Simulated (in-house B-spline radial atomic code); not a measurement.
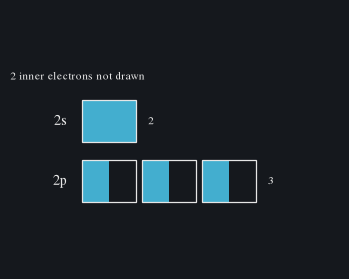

**Figure 1.** The outer shells as the input fills them: a box for each of the 2l + 1 orbitals, shaded by the share of the shell that is filled, with the electron count at the right.

**RPA and GW calculation, with input and output: Al⁶⁺**

- system: Al⁶⁺, configuration [He] 2s2 2p3.
- method: RPA, second-order and SOSEX correlation energies and G0W0 (contour deformation) on a non-relativistic mean field, all electrons, B-spline basis (in-house B-spline radial atomic code)

## Input file
```
Z = 13
electrons = 7.0
configuration = [He] 2s2 2p3
hamiltonian = nr
method = hse06
lmax = 9
spin_polarised = True
box_radius = 9.29
intervals = 46
```

Hardware: 1 CPU thread, shared host.

Launched within a batch (the task file carries these settings):
```bash
python <driver script> task.json out
```

The program writes its results to a structured record and prints no log; tables and figures of this report are taken from that record.

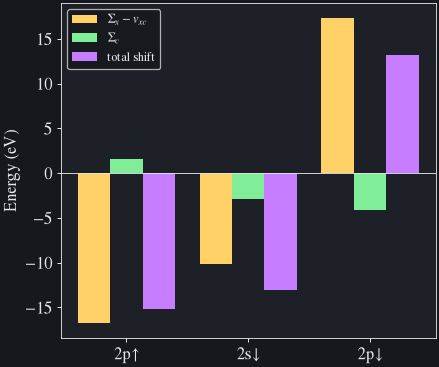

**Figure 2.** Parts of the G₀W₀ correction to each level for Al⁶⁺ ([He] 2s² 2p³). All-electron spherical atom, non-relativistic, HSE06 start, no spin-orbit coupling, Breit or QED terms; computed with a B-spline radial code. The quasi-particle equation is solved at full frequency; levels of low quasi-particle weight Z are left out. Σ columns are in eV, and Σc holds an estimate for the angular momenta beyond the basis. G₀W₀ moves the highest occupied level, 2p↑, from −226.75 to −241.89 eV (renormalisation factor Z = 0.97). The empty level 2p↓ goes from −203.61 to −190.42 eV.

```tsv
Level	Mean field (eV)	Σx − vxc (eV)	Σc (eV)	Z	G₀W₀ (eV)
2p↑	−226.75	−16.74	1.61	0.97	−241.89
2s↓	−246.22	−10.20	−2.89	0.97	−259.32
2p↓	−203.61	17.32	−4.12	0.98	−190.42
```

## Summary

```tsv
quantity	value
outcome	converged
mean-field total energy	−223.23702 hartree
total energy with exact exchange alone	−223.12179 hartree
exact exchange energy	−14.35451 hartree
RPA correlation, extrapolated in the angular momentum of the empty orbitals	−0.37251 hartree
RPA correlation, as summed	−0.37120 hartree
direct second-order term	−0.41174 hartree
second-order exchange term	0.19689 hartree
SOSEX term	0.17909 hartree
wall time	1.4 s
```

## Notes

To bear in mind: relativity is absent.
